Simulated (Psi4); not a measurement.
**Energy and gradient calculation, with input and output: CH4OSi (charge −1) (part 2 of 2)**

The same run, continued: CH4OSi, charge −1, multiplicity 2; B3LYP/aug-cc-pVDZ, UKS (Psi4 1.11). The geometry is that of the parent species in another charge or spin state. The geometry comes from this level: PBE0-D4/def2-TZVP.

Geometry of the input (Å):
```
C  -0.5124  0.4855  -0.3385
O  -0.4432  -0.4465  0.7176
Si 0.7969  -1.3873  1.2299
H  -1.2964  0.1808  -1.0355
H  0.4438  0.5475  -0.8687
H  -0.7693  1.4675  0.0654
H  1.8417  -0.9156  0.1841
```

**Log, continued**
```
  UHF NO Occupations:
  HONO-2 :   15  A 1.9998246
  HONO-1 :   16  A 1.9982620
  HONO-0 :   17  A 1.0000000
  LUNO+0 :   18  A 0.0017380
  LUNO+1 :   19  A 0.0001754
  LUNO+2 :   20  A 0.0000880
  LUNO+3 :   21  A 0.0000131

Computation Completed

Properties will be evaluated at   0.000000,   0.000000,   0.000000 [a0]

Properties computed using the SCF density matrix

 Multipole Moments:

 ------------------------------------------------------------------------------------
     Multipole            Electronic (a.u.)      Nuclear  (a.u.)        Total (a.u.)
 ------------------------------------------------------------------------------------

 L = 1.  Multiply by 2.5417464519 to convert [e a0] to [Debye]
 Dipole X            :         -0.8185808           -0.3626770           -1.1812578
 Dipole Y            :         -2.1504950            3.6121422            1.4616472
 Dipole Z            :          2.8973093           -4.0483827           -1.1510734
 Magnitude           :                                                    2.2038041

 ------------------------------------------------------------------------------------
  Mulliken Charges: (a.u.)
   Center  Symbol    Alpha    Beta     Spin     Total
       1     C     2.25657  2.34455 -0.08798  1.39888
       2     O     4.26682  4.34145 -0.07463 -0.60827
       3    SI     7.90410  6.80177  1.10233 -0.70587
       4     H     0.73308  0.68064  0.05244 -0.41372
       5     H     0.69941  0.70820 -0.00879 -0.40761
       6     H     0.73345  0.68030  0.05315 -0.41375
       7     H     0.40657  0.44309 -0.03652  0.15034

   Total alpha = 17.00000, Total beta = 16.00000, Total charge = -1.00000

  Wiberg Bond Indices using Orthogonal Lowdin Orbitals:

  Total Bond Index:
  Irrep: 1 Size: 7 x 7

                 1                   2                   3                   4                   5

    1     0.00000000000000     1.79829049513669     0.36454564912300     0.93466806070348     0.90737165232905
    2     1.79829049513669     0.00000000000000     1.85876095005917     0.18226738031257     0.17114717320370
    3     0.36454564912300     1.85876095005917     0.00000000000000     0.03983316862656     0.07951933341563
    4     0.93466806070348     0.18226738031257     0.03983316862656     0.00000000000000     0.16539261285708
    5     0.90737165232905     0.17114717320370     0.07951933341563     0.16539261285708     0.00000000000000
    6     0.93456083003459     0.18226701725850     0.04005534108599     0.17213441814284     0.16538448966472
    7     0.08514935380008     0.20424549380718     1.23426474365026     0.00752746699704     0.05746566976587

                 6                   7

    1     0.93456083003459     0.08514935380008
    2     0.18226701725850     0.20424549380718
    3     0.04005534108599     1.23426474365026
    4     0.17213441814284     0.00752746699704
    5     0.16538448966472     0.05746566976587
    6     0.00000000000000     0.00754823245232
    7     0.00754823245232     0.00000000000000

  Alpha Contribution:
  Irrep: 1 Size: 7 x 7

                 1                   2                   3                   4                   5

    1     0.00000000000000     0.90440134665527     0.20617572074479     0.46752745155532     0.45366121854083
    2     0.90440134665527     0.00000000000000     0.95010776100976     0.09265427058756     0.08519190634366
    3     0.20617572074479     0.95010776100976     0.00000000000000     0.02478645185252     0.04016683431098
    4     0.46752745155532     0.09265427058756     0.02478645185252     0.00000000000000     0.08282103648627
    5     0.45366121854083     0.08519190634366     0.04016683431098     0.08282103648627     0.00000000000000
    6     0.46747980805667     0.09267342195376     0.02498737391936     0.08601430921630     0.08281761957428
    7     0.04430445281334     0.10319656422304     0.67254617534922     0.00408667380729     0.02828061633513

                 6                   7

    1     0.46747980805667     0.04430445281334
    2     0.09267342195376     0.10319656422304
    3     0.02498737391936     0.67254617534922
    4     0.08601430921630     0.00408667380729
    5     0.08281761957428     0.02828061633513
    6     0.00000000000000     0.00410354690090
    7     0.00410354690090     0.00000000000000

  Beta Contribution:
  Irrep: 1 Size: 7 x 7

                 1                   2                   3                   4                   5

    1     0.00000000000000     0.89388914848142     0.15836992837821     0.46714060914816     0.45371043378821
    2     0.89388914848142     0.00000000000000     0.90865318904941     0.08961310972501     0.08595526686004
    3     0.15836992837821     0.90865318904941     0.00000000000000     0.01504671677403     0.03935249910465
    4     0.46714060914816     0.08961310972501     0.01504671677403     0.00000000000000     0.08257157637081
    5     0.45371043378821     0.08595526686004     0.03935249910465     0.08257157637081     0.00000000000000
    6     0.46708102197792     0.08959359530474     0.01506796716663     0.08612010892654     0.08256687009044
    7     0.04084490098674     0.10104892958414     0.56171856830104     0.00344079318976     0.02918505343075

                 6                   7

    1     0.46708102197792     0.04084490098674
    2     0.08959359530474     0.10104892958414
    3     0.01506796716663     0.56171856830104
    4     0.08612010892654     0.00344079318976
    5     0.08256687009044     0.02918505343075
    6     0.00000000000000     0.00344468555141
    7     0.00344468555141     0.00000000000000

  Atomic Valences:

 #  #
 Irrep: 1
      1:    5.024586041126892
      2:    4.396978509777810
      3:    3.616979185960612
      4:    1.501823107639576
      5:    1.546280931236055
      6:    1.501950328638939
      7:    1.596200960472760

	total time  =         32 seconds =       0.53 minutes

         ------------------------------------------------------------
                                   SCF GRAD
         ------------------------------------------------------------

  ==> Geometry <==

    Molecular point group: c1
    Full point group: C1

    Geometry (in Bohr), charge = -1, multiplicity = 2:

       Center              X                  Y                   Z               Mass
    ------------   -----------------  -----------------  -----------------  -----------------
         C           -1.260513493259     2.140614622910    -1.904372202200    12.000000000000
         O           -1.129744443259     0.379389882910     0.091367557800    15.994914619570
         SI           1.213704926741    -1.398464457090     1.059474247800    27.976926534650
         H           -2.742058773259     1.564815072910    -3.221511312200     1.007825032230
         H            0.546442626741     2.257777642910    -2.906304992200     1.007825032230
         H           -1.745984133259     3.996325682910    -1.141111822200     1.007825032230
         H            3.188090776741    -0.507080647090    -0.916801332200     1.007825032230

  Nuclear repulsion =  101.069904561138330

  ==> Basis Set <==

  Basis Set: AUG-CC-PVDZ
    Blend: AUG-CC-PVDZ
    Number of shells: 49
    Number of basis functions: 109
    Number of Cartesian functions: 115
    Spherical Harmonics?: true
    Max angular momentum: 2

  ==> DirectJKGrad: Integral-Direct SCF Gradients <==

    Gradient:                    1
    J tasked:                  Yes
    K tasked:                  Yes
    wK tasked:                  No
    Integrals threads:           1
    Schwarz Cutoff:          1E-12

  ==> DFT Potential <==

   => LibXC <=

    Version 7.1.2

   => Composite Functional: B3LYP <=

    B3LYP Hyb-GGA Exchange-Correlation Functional

    Deriv               =              1
    GGA                 =           TRUE
    Meta                =          FALSE

    Exchange Hybrid     =           TRUE
    MP2 Hybrid          =          FALSE

   => Exchange Functionals <=

    0.0800   Slater exchange
    0.7200         Becke 88

   => Exact (HF) Exchange <=

    0.2000               HF

   => Correlation Functionals <=

    0.1900   Vosko, Wilk & Nusair (VWN5_RPA)
    0.8100   Lee, Yang & Parr

   => LibXC Density Thresholds  <==

    XC_HYB_GGA_XC_B3LYP:  1.00E-15

   => Molecular Quadrature <=

    Radial Scheme          =       TREUTLER
    Pruning Scheme         =           NONE
    Nuclear Scheme         =       TREUTLER

    Blocking Scheme        =         OCTREE
    BS radius alpha        =              1
    Pruning alpha          =              1
    Radial Points          =             99
    Spherical Points       =            590
    Total Points           =         392537
    Total Blocks           =           2827
    Max Points             =            256
    Max Functions          =            109
    Weights Tolerance      =       1.00E-15

  -Total Gradient:
     Atom            X                  Y                   Z
    ------   -----------------  -----------------  -----------------
       1       -0.002111344250     0.010903292441    -0.011799565153
       2        0.052262615690    -0.039982047787     0.022018164212
       3       -0.045769712054     0.039383315076    -0.024370470548
       4        0.005479575030     0.001091527848     0.007026217524
       5       -0.005136629582    -0.000827454878     0.003422322381
       6        0.001438007545    -0.008728274914    -0.001372618221
       7       -0.006153860035    -0.001839771370     0.005071190807

	total time  =         10 seconds =       0.17 minutes

    Psi4 run time: 0:00:41.65
```

**File result.json**
```
{
 "driver": "gradient",
 "model": {
  "method": "b3lyp",
  "basis": "aug-cc-pVDZ"
 },
 "success": true,
 "return_result": [-0.002111344250349343, 0.010903292441347176, -0.011799565153138972, 0.052262615690187086, -0.03998204778698085, 0.022018164212415037, -0.045769712053815456, 0.039383315075972786, -0.024370470548045142, 0.005479575029764816, 0.001091527847826651, 0.00702621752376463, -0.005136629581907498, -0.0008274548777459159, 0.0034223223809495343, 0.0014380075454703302, -0.008728274914494821, -0.0013726182211661955, -0.006153860034863207, -0.0018397713695666451, 0.005071190807071038],
 "properties": {
  "calcinfo_nbasis": 109,
  "calcinfo_nmo": 109,
  "calcinfo_nalpha": 17,
  "calcinfo_nbeta": 16,
  "calcinfo_natom": 7,
  "nuclear_repulsion_energy": 101.06990456113833,
  "return_energy": -405.2443697733685,
  "return_gradient": [-0.002111344250349343, 0.010903292441347176, -0.011799565153138972, 0.052262615690187086, -0.03998204778698085, 0.022018164212415037, -0.045769712053815456, 0.039383315075972786, -0.024370470548045142, 0.005479575029764816, 0.001091527847826651, 0.00702621752376463, -0.005136629581907498, -0.0008274548777459159, 0.0034223223809495343, 0.0014380075454703302, -0.008728274914494821, -0.0013726182211661955, -0.006153860034863207, -0.0018397713695666451, 0.005071190807071038],
  "scf_one_electron_energy": -765.1121667307491,
  "scf_two_electron_energy": 288.3360287947767,
  "scf_xc_energy": -29.53813639853439,
  "scf_dipole_moment": [-1.1812578377410705, 1.4616471835517317, -1.1510734409083394],
  "scf_total_energy": -405.2443697733685,
  "scf_total_gradient": [-0.002111344250349343, 0.010903292441347176, -0.011799565153138972, 0.052262615690187086, -0.03998204778698085, 0.022018164212415037, -0.045769712053815456, 0.039383315075972786, -0.024370470548045142, 0.005479575029764816, 0.001091527847826651, 0.00702621752376463, -0.005136629581907498, -0.0008274548777459159, 0.0034223223809495343, 0.0014380075454703302, -0.008728274914494821, -0.0013726182211661955, -0.006153860034863207, -0.0018397713695666451, 0.005071190807071038],
  "scf_iterations": 14
 }
}
```

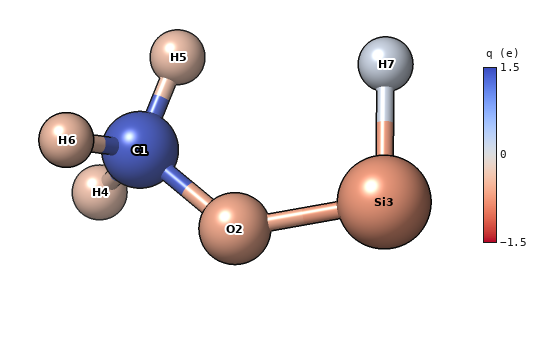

*Mulliken charges, as the colour of each atom (ball-and-stick view, seen at a tilt; atoms are numbered from 1 in the order of the input).*

By element: C +1.40, O −0.61, Si −0.71 and H −0.41 to +0.15 e.

**Key numbers**

```tsv
quantity	value
outcome	converged
total energy	−405.244370 hartree
basis functions	109
largest force	3.568 eV/Å
⟨S²⟩	0.754
wall time	43 s
peak memory	0.65 GiB
```

**Remarks**

The record of the run, not the program, notes: unbound anion.
